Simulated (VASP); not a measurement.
Band structure of TiO₂ (anatase). Method: vdW-DF-cx, VASP's PBE PAW potentials (set 64) (plane waves; VASP).

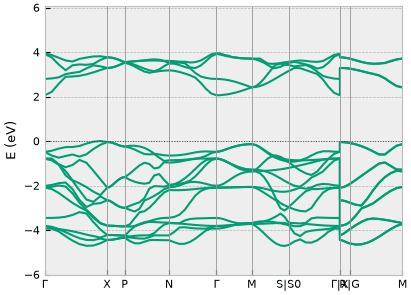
*Bands along high-symmetry lines, zero at the valence-band maximum or, without a gap, the Fermi level*

Read the plot: is there a gap, and where are the band edges?

The gap is indirect, 2.06 eV, from the valence maximum at Γ-X at 0.89 to the conduction minimum at Γ. (Edges off the drawn lines would not show.)

The compound is TiO2 in the anatase structure, one of several forms; rutile is the usual stable one. It was relaxed first.
